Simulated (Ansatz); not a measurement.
# NaCuS2, from a guessed structure to a relaxed one

This structure for NaCuS2 is made up. Its elements were placed in a known structure type with a cell scaled to their sizes. What cell does the guess relax to, and how far off was it?

Main program and level: Ansatz 0.2.0; DFT, PBEsol, plane-wave PAW, files of the set soft_1, scalar-relativistic, ferromagnetic start, cell and ions relaxed at zero pressure; PAW set soft_1, in the first sound run; inputs show where later runs differ.

### Step 1. Starting point

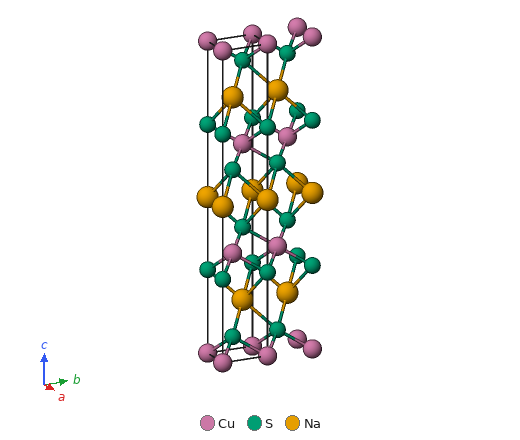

Start, viewed slightly off an axis; copper pink, sulfur teal, sodium orange. 1×2×1 cells are drawn. This picture shows the conventional cell, with its axes. Bonds to atoms that aren't drawn are left out. Some periodic images of atoms are drawn too.

### Step 2. Relaxing cell and atoms

The guessed cell has no reason to be at equilibrium. It is relaxed with the atoms, within the space group of the guess.

input.yaml reads:

```yaml
crystal:
  lattice:
    - [1.825, 1.053664241, 6.173]
    - [-1.825, 1.053664241, 6.173]
    - [0.0, -2.107328483, 6.173]
  atoms:
    - { symbol: Cu, position: [0.0, 0.0, 0.0], spin: 0.6 }
    - { symbol: S, position: [0.2674, 0.2674, 0.2674] }
    - { symbol: S, position: [0.7326, 0.7326, 0.7326] }
    - { symbol: Na, position: [0.5, 0.5, 0.5] }
magnetization:
  spin_polarized: true
kpoints:
  mp_grid: { grid: [9, 9, 9] }
scf:
  occupations: { method: fermi_dirac, width: 0.05 }
hamiltonian:
  xc: pbesol
  pseudopotentials: { kind: paw, azcp: { folder: soft_1 }, xc_functional: pbe }
relax:
  f_tol: 0.015
  max_steps: 70
  cell: {}
output:
  forces: true
  stress: true
```

Run with:

```
$ ansatz run input.yaml --threads 4 --pin off --max-ram 10240MiB --backend cpu --events-out ev --progress --plain --runs-dir out
```

Numbers of over 12 decimals in the logs are rounded to 6 here.

Output:

```text
basis.fft_grid_basis auto: the FFT boxes are laid along the combinations [[1, 0, -1], [0, 1, -1], [0, 0, 1]] of the cell's own vectors, 3.650, 3.650 and 6.523 Å long. The dense box has 25×25×45 points. Along the cell's own vectors, as sized, it would have 45×45×45, 3.24 times as many. Of the 12 symmetry operations that the crystal satisfies within crystal.symmetry.tolerance (time reversal apart; of a slab, those that [...]
Engine: ansatz 0.2.0, aarch64-unknown-linux-gnu
Pseudopotentials: kind: paw
Pseudopotential: Cu, paw, valence charge 19, recommended cutoff 420 eV (normal), soft_1/Cu.paw.azcp
Pseudopotential: S, paw, valence charge 6, recommended cutoff 420 eV (normal), soft_1/S.paw.azcp
Pseudopotential: Na, paw, valence charge 9, recommended cutoff 420 eV (normal), soft_1/Na.paw.azcp
Functional definition: PBEsol
  exchange = pbesol_x
  correlation = pbesol_c
Crystal: 4 atoms, lattice volume = 71.222 Å³
Basis set: ecut = 420 eV, 1371 PW (Γ), FFT grids on a1−a3, a2−a3, a3, exchange–correlation on 50×50×90 points (8 copies of the dense FFT grid, shifted against one another)
Bands: 25, of which v1, the nominal top of the filled ones, is band 20 counted from 1 (19 counted from 0)
Symmetry: 12 space group operations
Space group: R-3m (ITA 166), of the structure as read, at distance tolerance 4.1e-5 Å
Magnetic group: BNS 166.97 (UNI 1327), of the structure as read, at distance tolerance 4.1e-5 Å
k-points: 85 of 729
Non-local potential: Cu, projectors of the file, l = 0: 3, l = 1: 2, l = 2: 3, l = 3: 1
Non-local potential: S, projectors of the file, l = 0: 2, l = 1: 2, l = 2: 1
Non-local potential: Na, projectors of the file, l = 0: 3, l = 1: 2, l = 2: 1
PAW form: soft (Blöchl's): semilocal exchange-correlation on the pseudo side does not see the compensation charge
PAW frozen core: Cu, regenerated for the run's functional, and the local potential with it (the file was generated under x = pbe(κ = 0.804, μ = 0.219515), c = pbe(β = 0.066725))
PAW frozen core: S, regenerated for the run's functional, and the local potential with it (the file was generated under x = pbe(κ = 0.804, μ = 0.219515), c = pbe(β = 0.066725))
PAW frozen core: Na, regenerated for the run's functional, and the local potential with it (the file was generated under x = pbe(κ = 0.804, μ = 0.219515), c = pbe(β = 0.066725))
PAW one-centre angular grid: Cu, 590 points (default); XC on 64 Gauss nodes
PAW one-centre angular grid: S, 110 points (default); XC on 64 Gauss nodes
PAW one-centre angular grid: Na, 110 points (default); XC on 64 Gauss nodes
Initial density: superposition of atomic densities (chi_scale 0.1, normalization cell, long waves kept (reshape's long-wave potential 0.11 eV rms))
Starting moments: Σ|m| = 0.6 μB on 1 of 4 sites
Initial wavefunctions: pseudopotential atomic-orbital guess
Functional: x = pbesol(κ = 0.804, μ = 0.123457), c = pbesol(β = 0.046)
SCF iter   1: F=—  HF=-9838.769511 eV  |F-HF|=—  |Δ(HF+E_count)|=         —  Δρ=1.09e-1 (↑8.02e-2 ↓1.09e-1)  dr2=2.57e1  dr2_m=1.76e-1  M=1.030 μB ∫|m|=1.033 μB  β_m=1.00  ethr=3.10e-3  ⟨swp⟩=6.5  Hψ=20164  notcnv=0
preconditioner: auto → Kerker (q_TF=auto, 2.478 Å⁻¹)  [metal: Δε(μ)=0.009 eV  Ē_g=8.235 eV  σ=0.050 eV  W_gap=0.05  n_scr=22 (ndim 8)  ℏωp=21.6 eV  f_vac=0.000  D(μ)=4.57/eV (n_scr^D=42)]
spin=Collinear: Kerker preconditioning applied to the charge; magnetization (m = ρ↑ − ρ↓) channel mixes plain (no charge-response kernel on spin).
SCF iter   2: F=—  HF=-9837.205229 eV  |F-HF|=—  |Δ(HF+E_count)|=    1.56e0  Δρ=7.78e-2 (↑2.21e-2 ↓7.78e-2)  dr2=3.50e0  dr2_m=1.02e0  M=0.490 μB ∫|m|=0.509 μB  β_m=0.30  ethr=3.10e-3  ⟨swp⟩=3.1  Hψ=11930  notcnv=0
SCF iter   3: F=—  HF=-9836.441680 eV  |F-HF|=—  |Δ(HF+E_count)|=   7.64e-1  Δρ=3.36e-2 (↑3.36e-2 ↓1.34e-2)  dr2=2.88e0  dr2_m=1.46e-1  M=0.694 μB ∫|m|=0.711 μB  β_m=0.30  ethr=3.10e-3  ⟨swp⟩=2.2  Hψ=9834  notcnv=0
SCF iter   4: F=—  HF=-9835.840163 eV  |F-HF|=—  |Δ(HF+E_count)|=   6.02e-1  Δρ=2.53e-2 (↑1.52e-2 ↓2.53e-2)  dr2=2.42e-1  dr2_m=2.27e-1  M=0.593 μB ∫|m|=0.614 μB  β_m=0.30  ethr=3.10e-3  ⟨swp⟩=3.1  Hψ=9695  notcnv=0
SCF iter   5: F=—  HF=-9835.859974 eV  |F-HF|=—  |Δ(HF+E_count)|=   1.98e-2  Δρ=3.08e-2 (↑5.65e-3 ↓3.08e-2)  dr2=4.02e-1  dr2_m=1.89e-1  M=0.544 μB ∫|m|=0.564 μB  β_m=0.30  ethr=6.05e-4  ⟨swp⟩=3.1  Hψ=6785  notcnv=0
SCF iter   6: F=—  HF=-9835.842059 eV  |F-HF|=—  |Δ(HF+E_count)|=   1.79e-2  Δρ=1.84e-2 (↑6.56e-3 ↓1.84e-2)  dr2=1.15e-1  dr2_m=9.60e-2  M=0.538 μB ∫|m|=0.559 μB  β_m=0.30  ethr=6.05e-4  ⟨swp⟩=3.0  Hψ=8850  notcnv=0  defer=1
SCF iter   7: F=—  HF=-9835.830792 eV  |F-HF|=—  |Δ(HF+E_count)|=   1.13e-2  Δρ=1.43e-2 (↑1.43e-2 ↓1.67e-3)  dr2=1.14e-1  dr2_m=2.89e-2  M=0.551 μB ∫|m|=0.571 μB  β_m=0.30  ethr=2.86e-4  ⟨swp⟩=2.7  Hψ=6611  notcnv=0
SCF iter   8: F=—  HF=-9835.833619 eV  |F-HF|=—  |Δ(HF+E_count)|=   2.83e-3  Δρ=1.13e-2 (↑1.13e-2 ↓1.06e-3)  dr2=6.29e-2  dr2_m=2.00e-2  M=0.537 μB ∫|m|=0.557 μB  β_m=0.30  ethr=2.85e-4  ⟨swp⟩=1.2  Hψ=5697  notcnv=0
SCF iter   9: F=—  HF=-9835.834401 eV  |F-HF|=—  |Δ(HF+E_count)|=   7.83e-4  Δρ=6.81e-3 (↑6.81e-3 ↓3.26e-3)  dr2=6.29e-3  dr2_m=1.64e-2  M=0.516 μB ∫|m|=0.537 μB  β_m=0.30  ethr=1.57e-4  ⟨swp⟩=1.9  Hψ=4668  notcnv=0
Mixer restart at iter 9: flushing history
spin-set hold released at iteration 9 (site moments contracting): the magnetisation degrees of freedom join the quasi-Newton model from the next iteration; the mixer history was flushed
SCF iter  10: F=—  HF=-9835.834911 eV  |F-HF|=—  |Δ(HF+E_count)|=   5.10e-4  Δρ=4.70e-3 (↑4.70e-3 ↓3.92e-3)  dr2=3.98e-4  dr2_m=1.21e-2  M=0.499 μB ∫|m|=0.519 μB  β_m=0.65  ethr=1.57e-5  ⟨swp⟩=1.2  Hψ=4408  notcnv=0
SCF iter  11: F=—  HF=-9835.841884 eV  |F-HF|=—  |Δ(HF+E_count)|=   6.97e-3  Δρ=5.51e-3 (↑5.51e-3 ↓3.20e-3)  dr2=3.53e-2  dr2_m=1.09e-3  M=0.443 μB ∫|m|=0.462 μB  β_m=0.65  ethr=9.95e-7  ⟨swp⟩=2.8  Hψ=8955  notcnv=0
SCF iter  12: F=—  HF=-9835.837357 eV  |F-HF|=—  |Δ(HF+E_count)|=   4.53e-3  Δρ=2.57e-3 (↑8.15e-4 ↓2.57e-3)  dr2=4.46e-3  dr2_m=8.36e-4  M=0.396 μB ∫|m|=0.414 μB  β_m=0.82  ethr=9.95e-7  ⟨swp⟩=3.1  Hψ=9712  notcnv=0
SCF iter  13: F=—  HF=-9835.837678 eV  |F-HF|=—  |Δ(HF+E_count)|=   3.20e-4  Δρ=8.67e-4 (↑8.67e-4 ↓8.29e-4)  dr2=1.29e-5  dr2_m=4.66e-4  M=0.317 μB ∫|m|=0.330 μB  β_m=0.91  ethr=9.95e-7  ⟨swp⟩=2.0  Hψ=8106  notcnv=0
SCF iter  14: F=—  HF=-9835.838243 eV  |F-HF|=—  |Δ(HF+E_count)|=   5.65e-4  Δρ=7.68e-4 (↑7.68e-4 ↓4.47e-4)  dr2=1.13e-4  dr2_m=2.24e-4  M=0.247 μB ∫|m|=0.257 μB  β_m=0.31  ethr=3.22e-8  ⟨swp⟩=3.3  Hψ=9762  notcnv=0
[...]
Basis set: ecut = 420 eV, 1317 PW (Γ), FFT grids on a1−a3, a2−a3, a3, exchange–correlation on 48×48×96 points (8 copies of the dense FFT grid, shifted against one another)
Initial wavefunctions: pseudopotential atomic-orbital guess (no wavefunctions were taken with the density)
iter 1 solved again at ethr=3.74e-7 eV; its pass at ethr=3.10e-3 eV (dr2=1.50e-4 eV) is discarded
SCF iter   1: F=—  HF=-9835.947341 eV  |F-HF|=—  |Δ(HF+E_count)|=         —  Δρ=4.98e-4 (↑4.98e-4 ↓4.98e-4)  dr2=2.91e-5  dr2_m=1.20e-11  M=0.000 μB ∫|m|=0.000 μB  β_m=0.30  ethr=3.74e-7  ⟨swp⟩=3.7  Hψ=32473  notcnv=0
preconditioner: auto → Kerker (q_TF=auto, 2.493 Å⁻¹)  [metal: Δε(μ)=0.013 eV  Ē_g=13.160 eV  σ=0.050 eV  W_gap=0.07  n_scr=22 (ndim 8)  ℏωp=24.5 eV  f_vac=0.024  D(μ)=3.71/eV (n_scr^D=36)]
spin=Collinear: Kerker preconditioning applied to the charge; magnetization (m = ρ↑ − ρ↓) channel mixes plain (no charge-response kernel on spin).
SCF iter   2: F=—  HF=-9835.950059 eV  |F-HF|=—  |Δ(HF+E_count)|=   2.72e-3  Δρ=3.59e-4 (↑3.59e-4 ↓3.59e-4)  dr2=1.87e-5  dr2_m=8.58e-12  M=0.000 μB ∫|m|=0.000 μB  β_m=0.53  ethr=7.28e-8  ⟨swp⟩=2.0  Hψ=6076  notcnv=0
SCF iter   3: F=—  HF=-9835.951719 eV  |F-HF|=—  |Δ(HF+E_count)|=   1.66e-3  Δρ=1.63e-4 (↑1.63e-4 ↓1.63e-4)  dr2=2.79e-6  dr2_m=5.04e-12  M=0.000 μB ∫|m|=0.000 μB  β_m=0.63  ethr=4.67e-8  ⟨swp⟩=2.0  Hψ=6028  notcnv=0
SCF iter   4: F=—  HF=-9835.952068 eV  |F-HF|=—  |Δ(HF+E_count)|=   3.49e-4  Δρ=3.75e-5 (↑3.75e-5 ↓3.74e-5)  dr2=2.71e-6  dr2_m=2.71e-12  M=0.000 μB ∫|m|=0.000 μB  β_m=0.60  ethr=6.98e-9  ⟨swp⟩=2.0  Hψ=7642  notcnv=0
SCF iter   5: F=—  HF=-9835.952072 eV  |F-HF|=—  |Δ(HF+E_count)|=   3.56e-6  Δρ=1.03e-5 (↑1.03e-5 ↓1.02e-5)  dr2=3.71e-7  dr2_m=1.85e-12  M=0.000 μB ∫|m|=0.000 μB  β_m=0.71  ethr=6.78e-9  ⟨swp⟩=1.0  Hψ=4250  notcnv=0
SCF iter   6: F=—  HF=-9835.952072 eV  |F-HF|=—  |Δ(HF+E_count)|=   2.39e-7  Δρ=5.99e-6 (↑5.99e-6 ↓5.99e-6)  dr2=9.73e-8  dr2_m=1.14e-12  M=0.000 μB ∫|m|=0.000 μB  β_m=0.79  ethr=9.28e-10  ⟨swp⟩=2.1  Hψ=5185  notcnv=0
SCF iter   7: F=—  HF=-9835.952072 eV  |F-HF|=—  |Δ(HF+E_count)|=   3.64e-7  Δρ=2.79e-6 (↑2.79e-6 ↓2.75e-6)  dr2=5.00e-8  dr2_m=4.12e-13  M=0.000 μB ∫|m|=0.000 μB  β_m=0.89  ethr=2.43e-10  ⟨swp⟩=1.1  Hψ=4262  notcnv=0
SCF iter   8: F=—  HF=-9835.952072 eV  |F-HF|=—  |Δ(HF+E_count)|=   2.55e-9  Δρ=5.85e-7 (↑5.85e-7 ↓5.73e-7)  dr2=3.66e-9  dr2_m=1.18e-13  M=0.000 μB ∫|m|=0.000 μB  β_m=0.86  ethr=1.25e-10  ⟨swp⟩=2.0  Hψ=4703  notcnv=0
SCF iter   9: F=—  HF=-9835.951963 eV  |F-HF|=—  |Δ(HF+E_count)|=   1.09e-4  Δρ=2.91e-6 (↑2.90e-6 ↓2.91e-6)  dr2=1.36e-8  dr2_m=1.67e-14  M=0.000 μB ∫|m|=0.000 μB  β_m=0.86  ethr=9.16e-12  ⟨swp⟩=3.4  Hψ=9368  notcnv=0
SCF iter  10: F=—  HF=-9835.951963 eV  |F-HF|=—  |Δ(HF+E_count)|=   4.98e-9  Δρ=2.81e-6 (↑2.81e-6 ↓2.81e-6)  dr2=1.29e-8  dr2_m=1.58e-14  M=0.000 μB ∫|m|=0.000 μB  β_m=0.75  ethr=9.16e-12  ⟨swp⟩=1.0  Hψ=4250  notcnv=0
SCF iter  11: F=—  HF=-9835.951963 eV  |F-HF|=—  |Δ(HF+E_count)|=   4.28e-8  Δρ=1.73e-6 (↑1.73e-6 ↓1.73e-6)  dr2=5.41e-9  dr2_m=7.83e-15  M=0.000 μB ∫|m|=0.000 μB  β_m=0.74  ethr=9.16e-12  ⟨swp⟩=2.0  Hψ=6143  notcnv=0
SCF iter  12: F=—  HF=-9835.951963 eV  |F-HF|=—  |Δ(HF+E_count)|=   2.35e-8  Δρ=3.62e-7 (↑3.62e-7 ↓3.62e-7)  dr2=3.02e-10  dr2_m=4.33e-15  M=0.000 μB ∫|m|=0.000 μB  β_m=0.87  ethr=9.16e-12  ⟨swp⟩=2.0  Hψ=6290  notcnv=0
SCF iter  13: F=—  HF=-9835.951963 eV  |F-HF|=—  |Δ(HF+E_count)|=  3.35e-10  Δρ=2.63e-7 (↑2.63e-7 ↓2.63e-7)  dr2=1.23e-10  dr2_m=2.70e-15  M=0.000 μB ∫|m|=0.000 μB  β_m=0.82  ethr=1.00e-12  ⟨swp⟩=1.1  Hψ=4264  notcnv=0
SCF iter  14: F=-9835.951963 eV  HF=-9835.951963 eV  |F-HF|=3.64e-12  |Δ(HF+E_count)|=  5.57e-10  Δρ=2.00e-8 (↑1.87e-8 ↓2.00e-8)  dr2=7.28e-13  dr2_m=1.19e-15  M=0.000 μB ∫|m|=0.000 μB  ethr=1.00e-12  ⟨swp⟩=3.0  Hψ=15390  notcnv=0
the starting moments were not kept: the SCF closed with an absolute magnetisation of 1.6e-7 μB, where they sum to 0.6 μB in size (1 site). That is at most 0.1 of that sum. Measured as dr2_m measures the in/out step, that magnetisation stands 1.1e-14 eV from none, at or under the dr2_threshold of 4.0e-11 eV: it is no larger than a step whose dr2_m would equal this threshold.
SCF 7 converged in 14 iterations: F = -9835.951963 eV  dr2 = 7.28e-13
relax step   7: F+E_penalty+E_count = -9835.95196316 eV  Δ(F+E_penalty+E_count) = +2.122e-4 eV  max|allowed force component| = 7.412e-5 eV/Å  Δτ_max = 0.0000 Å  P = +0.007 GPa  Ω = 68.710 Å³  stress off target by 3.29e-2 GPa  SCF on the basis re-selected at this cell (its energy is not comparable with the rows above)  (14 SCF iters)
basis re-selected at this cell: Δ(F+E_penalty+E_count) = +2.122e-4 eV, ΔP = +0.008 GPa vs the last step (what re-selecting the basis moved, of the pressure what is left beyond the Pulay correction that the steps carried, after the strain that the cell walked since its last selection, with what the two solves' SCF thresholds leave and, on support functions, any second-order correction that the steps lacked; it is no measure of the basis error at this ecutwfc). The dense FFT grid was sized anew with the basis: this SCF ran on 24×24×48 points, the steps before it on 25×25×45, so part of this shift can come from that change (see relax.cell in the input reference). [rest of the remark cut]
SCF converged after 14 iterations
Magnetization: 0.0000 μB (20.0000 up, 20.0000 down)
Absolute magnetization: 0.0000 μB (∫|ρ↑−ρ↓|, with the PAW one-centre terms)
Spin contamination: 0.0000 ħ² per cell (⟨S²⟩ above its minimum at these occupations)
Per-site moments (μB) at R_I (Å): [(4.9610933080832806e-8, 0.978740), (3.489374456135374e-8, 0.978740), (3.489374461173641e-8, 0.978740), (2.0774733685989676e-9, 1.173347)]
Free energy (F): -9835.951963 eV
Harris-Foulkes:  -9835.951963 eV  (|F-HF|=3.64e-12)
Internal energy: -9835.921025 eV  (E = F + TS)
E sigma→0 (E₀):  -9835.936494 eV
Entropy (-TS):   -0.030938 eV (-7.735 meV/atom)
Fermi energy:    7.367742 eV
--- Per-component energies (eV) ---
  E_band       = -704.129396
  E_kinetic    = 583.803264
  E_local      = -8188.243211  (includes V_loc(G=0)·N_el)
  E_nonlocal   = 1234.320763
  E_hartree    = 3406.018371
  E_xc         = -281.133205
  E_vxc        = -301.368912  (∫ρ·V_xc dr)
  E_paw        = -3240.373822  (= ΣΔE_a)
  E_vpaw       = -844.678937  (= ΣTr[D̂ρ^β])
  E_aug_tail   = 0.000939  (compensation charges beyond the density's cutoff)
  E_ewald      = -3350.698919
  E_core_change = 0.384795  (= ΣΔE_core)
  E_smearing   = -0.030938  (= −TS)
  E_closure    = 0.000000  (closes the sum)
  Σ components = -9835.951963   (vs F -9835.951963, Δ=0.00e0)
--- Forces (eV/Å), atoms counted from 1 ---
  atom   1  Cu     0.00000000    -0.00000000    -0.00000000
  atom   2  S      0.00000000     0.00000000    -0.00007412
  atom   3  S     -0.00000000    -0.00000000     0.00007412
  atom   4  Na    -0.00000000     0.00000000     0.00000000
  max |Σ_I F_I| component: 5.39e-28 eV/Å
--- Stress (GPa, compression-positive) ---
       -0.005942      -0.000000      -0.000000
       -0.000000      -0.005942      -0.000000
       -0.000000      -0.000000       0.032912
  P = ⅓ Tr σ = 0.0070 GPa (0.070 kbar)
--- Relaxed structure (6 steps of the walk, 6 accepted, 1 SCFs on fresh bases) ---
  F+E_penalty+E_count = -9835.95196316 eV   max|allowed force component| = 7.412e-5 eV/Å   (the final SCF, on the basis selected at the relaxed cell)
  cell:  # Å, volume = 68.7104 Å³
    - [1.740085, 1.004638, 6.550748]
    - [-1.740085, 1.004638, 6.550748]
    - [0, -2.009277, 6.550748]
  atoms:
    - { symbol: Cu, position: [0, 0, 0] }
    - { symbol: S, position: [0.269119, 0.269119, 0.269119] }
    - { symbol: S, position: [0.730881, 0.730881, 0.730881] }
    - { symbol: Na, position: [0.500000, 0.500000, 0.500000] }
```

It took 27 s on 4 threads of Arm Neoverse V2, shared host; peak memory 0.43 GiB.

Relaxation path:

| step | energy less that of the first step (eV) | largest force component (eV/Å) | pressure (GPa) | volume (Å³) |
| --- | --- | --- | --- | --- |
| 1 | 0.0000 | 0.3469 | -3.15 | 71.22 |
| 2 | -0.0860 | 0.2113 | -1.46 | 69.66 |
| 3 | -0.1096 | 0.1323 | 0.64 | 68.43 |
| 4 | -0.1128 | 0.0500 | -0.07 | 68.64 |
| 5 | -0.1130 | 0.0137 | -0.03 | 68.78 |
| 6 | -0.1131 | 0.0002 | 0.00 | 68.71 |
| 7* | -0.1129 | 0.0001 | 0.01 | 68.71 |

Relaxation steps marked * repeat the geometry before them on a plane-wave basis chosen anew for their cell, so energy and pressure can jump there.

The run keeps the 12 symmetry operations that it works with, so distortions that break them were not tested.

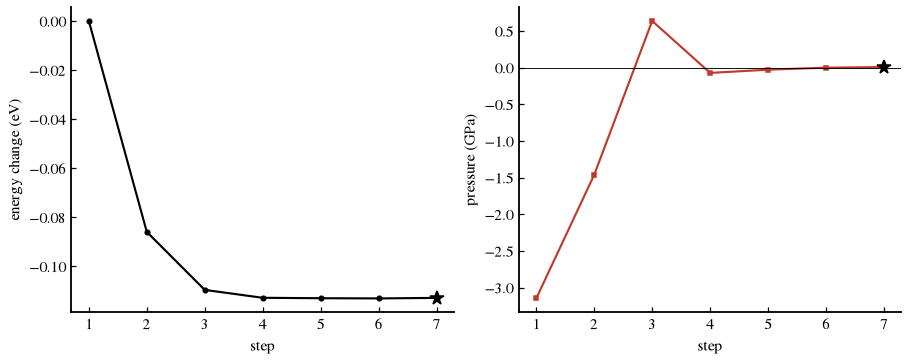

Energy and pressure along the relaxation. Stars mark steps on a basis chosen anew.

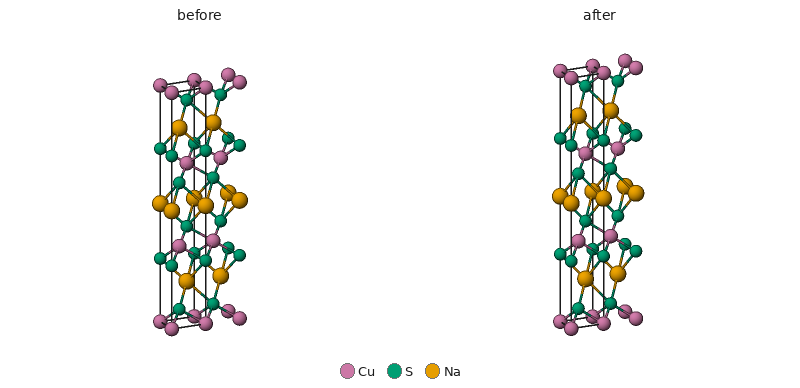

Before and after, at one scale. Bonds to atoms that aren't drawn are left out.

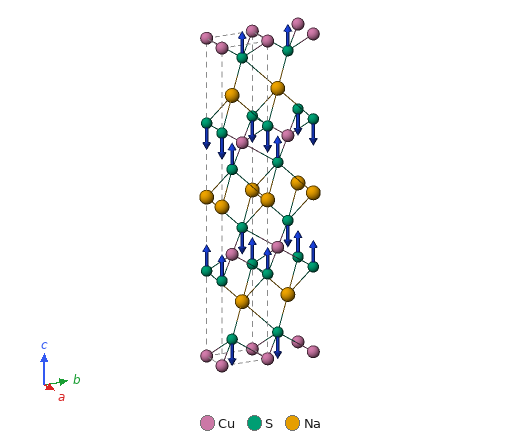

Displacements in the relaxation, exaggerated, measured against the changing cell; the longest in the cell stands for 0.03 Å. Bonds to atoms that aren't drawn are left out. 1×2×1 conventional cells are drawn. Some periodic images of atoms are drawn too.

| conventional cell, symmetrised | before | after | change |
| --- | --- | --- | --- |
| a (Å) | 3.650 | 3.480 | -4.7 % |
| b (Å) | 3.650 | 3.480 | -4.7 % |
| c (Å) | 18.519 | 19.652 | +6.1 % |
| volume (Å³/atom) | 17.81 | 17.18 | -3.5 % |

The atoms that moved most (Å, as changes of fractional coordinates times the final cell):

| atom | dx | dy | dz | length |
| --- | --- | --- | --- | --- |
| S3 | 0.000 | 0.000 | -0.034 | 0.034 |
| S2 | 0.000 | 0.000 | 0.034 | 0.034 |

Final coordinates:

```xyz
4
Lattice="1.7401 1.0046 6.5507 -1.7401 1.0046 6.5507 0.0000 -2.0093 6.5507" Properties=species:S:1:pos:R:3 pbc="T T T"
Cu    0.0000    0.0000    0.0000
S     0.0000    0.0000    5.2888
S     0.0000    0.0000   14.3634
Na    0.0000    0.0000    9.8261
```

This step gave:

```
free energy             : -9835.9520 eV
energy at zero smearing : -9835.9365 eV
smearing term TS        : 0.03094 eV
Fermi energy            : 7.368 eV
electrons               : 40
symmetry operations     : 12
pressure                : 0.007010 GPa
```

Shortest distances by pair of elements, guess and relaxed (not always the same contact):

| pair | guess (Å) | relaxed (Å) |
| --- | --- | --- |
| Cu–S | 2.436 | 2.373 |
| Na–S | 2.814 | 2.844 |
| S–S | 3.226 | 3.226 |
| Cu–Cu | 3.650 | 3.480 |
| Na–Na | 3.650 | 3.480 |

The relaxation ends with a largest force component of 7.4e-5 eV/Å and a pressure of 0.01 GPa. No moment survives the cycle: this start ends non-magnetic.

[end of part 1 of 2]

[Logs are printed without paths, hosts, clocks, repeated set-up lines and the standing remarks that a program may print on its own settings, such as how far it seeks lower states.]

[Hosts, paths, dates, database ids (printed as entryN), source tags and the programs' standing remarks are cut or masked in the printed files.]
